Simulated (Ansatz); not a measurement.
Band structure of CuSn3 (P6_3/mmc, 8 atoms in the cell).

```
CuSn3
1.0
    6.62288     0.00000     0.00000
   -3.31144     5.73558     0.00000
    0.00000     0.00000     5.00481
Cu Sn
2 6
Direct
  0.66667   0.33333   0.25000
  0.33333   0.66667   0.75000
  0.34469   0.17234   0.75000
  0.65531   0.82766   0.25000
  0.17234   0.34469   0.25000
  0.82766   0.65531   0.75000
  0.82766   0.17234   0.75000
  0.17234   0.82766   0.25000
```

Computed with PBEsol, PAW files made with PBE (plane waves; Ansatz, a first-principles code).

Settings: basis.ecutwfc = 420 eV; kpoints.mp_grid.grid = 3 3 4; hamiltonian.xc = pbesol; hamiltonian.pseudopotentials = {kind: paw} (the program's default PAW files); scf.occupations.method = gaussian; scf.occupations.width = 0.1 eV; kpoints.band_path.npoints = 8.

The starting cell comes from a database of computed structures (which also holds hypothetical and non-ambient phases and stackings), without a prior relaxation at this level. Spin polarisation is off.

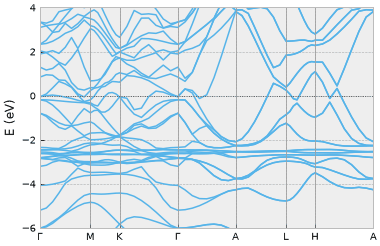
Fig. 1. Bands along the path, energies from the Fermi level.

Levels in eV from the Fermi level, bands 59 to 66:
```tsv
point	59	60	61	62	63	64	65	66
Γ	-0.80	-0.18	-0.18	-0.05	-0.05	0.84	1.29	1.89
M	-1.19	-0.78	-0.38	-0.32	-0.19	0.23	0.36	0.67
K	-1.79	-1.79	-0.06	-0.06	0.61	1.04	1.71	1.71
A	-2.27	-2.27	-2.09	-2.09	3.82	3.82	3.88	3.88
L	-0.86	-0.86	0.25	0.25	0.38	0.38	1.84	1.84
H	-0.98	-0.98	1.09	1.09	1.53	1.53	2.28	2.28
```

Bands cross the Fermi level along this path, so the cell is metallic at this level.

Keys are those of Ansatz 0.2.
